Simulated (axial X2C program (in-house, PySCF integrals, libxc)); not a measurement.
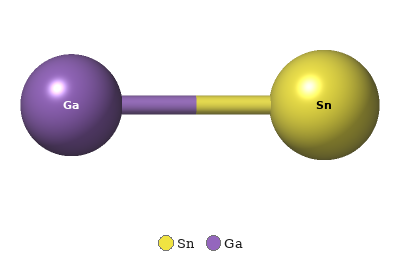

Fig. 1: The molecule at the reference distance of 2.670 Å.

**Relativistic diatomic calculation, with input and output: SnGa**

System: SnGa, single determinant with Ω = 3/2.
Method: B3LYP, two-component X2C with atomic mean-field Coulomb and Gaunt terms, Sn dyall-cv3z, Ga dyall-cv3z (cores contracted) (axial X2C program (in-house, PySCF integrals, libxc)).

**The input**
```
{"zs": [50, 31], "q": 0, "bas": ["dyall-cv3z", "dyall-cv3z"], "levels": ["PBE0", "HF", "B3LYP"], "cc": true, "r0": 2.64, "thr": -1.0, "nmax": 90, "npts": 10, "nst": 2, "ntry": 6}
```

The line is the task of a batch: nuclear charges, charge, bases, the levels to run, a first guess of the distance and further settings. This report covers B3LYP with spin-orbit coupling. The log is that of the reference distance 2.67 Å.

Hardware: 1 thread of Arm Neoverse V1, 112 GiB of memory available, shared host.

Launched within a batch (the task file carries these settings):
```bash
python <driver script> task.json out
```

**Output**
```
two-component X2C + atomic mean field  B3LYP
basis functions 237  fitting functions 1275  grid points 5807
iter        total energy     max residual
   1      -8117.449893388     4.98e-02
   2      -8117.451975142     3.29e-03
   3      -8117.451937308     4.61e-03
   4      -8117.452079411     2.44e-04
   5      -8117.452083320     2.05e-04
   6      -8117.452085031     8.35e-05
   7      -8117.452086094     6.54e-05
   8      -8117.452086489     2.79e-05
   9      -8117.452086686     7.56e-06
  10      -8117.452086700     2.69e-06
  11      -8117.452086701     5.50e-07
converged
one-electron -11805.89843099  Coulomb 3628.24326204  exact exchange -47.64610615  xc functional -195.18746270  nuclear repulsion 307.20025353  atomic mean-field constant -4.16360243
```

**The points of the curve**

| R (Å) | E (hartree) | dipole (D; origin at the first atom, positive when the second is positive) | highest filled (eV) | lowest empty (eV) |
| --- | --- | --- | --- | --- |
| 2.323 | −8117.432870 | 0.27 | −5.10 | −3.33 |
| 2.430 | −8117.443639 | 0.42 | −5.14 | −3.21 |
| 2.510 | −8117.448394 | 0.57 | −5.05 | −3.13 |
| 2.590 | −8117.451041 | 0.73 | −4.95 | −3.06 |
| 2.670 | −8117.452087 | 0.90 | −4.85 | −2.99 |
| 2.763 | −8117.451809 | 1.11 | −4.75 | −2.98 |
| 2.857 | −8117.450362 | 1.34 | −4.65 | −2.97 |
| 2.977 | −8117.447343 | 1.63 | −4.54 | −2.96 |
| 3.124 | −8117.442564 | 1.99 | −4.42 | −2.93 |
| 3.337 | −8117.434629 | 2.48 | −4.26 | −2.88 |

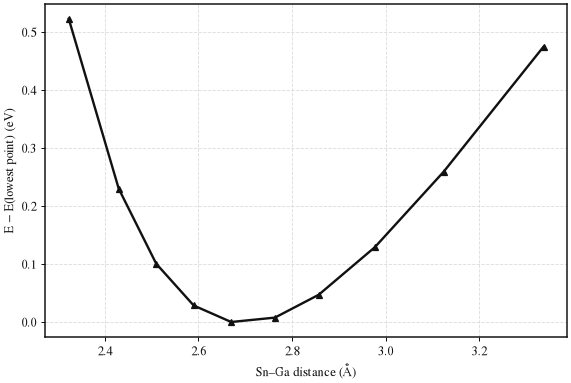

Fig. 2: Energy at 10 bond lengths, for one set of occupations held fixed; the line joins the points. A polynomial of degree 6 through 9 points gives rₑ = 2.697 Å, ωₑ = 169.1 cm⁻¹, ωₑxₑ = 0.49 cm⁻¹ and Bₑ = 0.05295 cm⁻¹. The minimum lies 1.88 eV below Sn + Ga, each computed as one determinant at the same level.

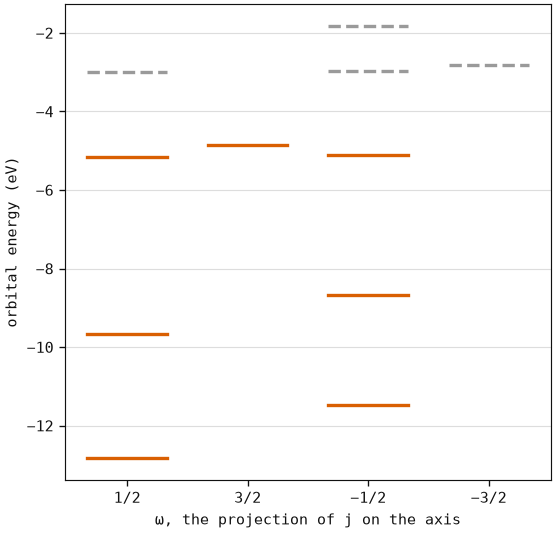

Fig. 3: Orbital energies near the frontier at 2.67 Å, filled (solid) and empty (dashed). The highest filled spinor (3/2; 67 % Sn p, 29 % Ga p) lies at −4.85 eV, the lowest empty one (1/2; 58 % Sn p, 39 % Ga p) at −2.99 eV.

**Summary**

- outcome: converged
- bond length rₑ: 2.697 Å
- ωₑ: 169.1 cm⁻¹
- energy at the minimum: −8117.45215 hartree
- depth below the fragments: 1.88 eV
- wall time: 18 s
- peak memory: 0.59 GiB
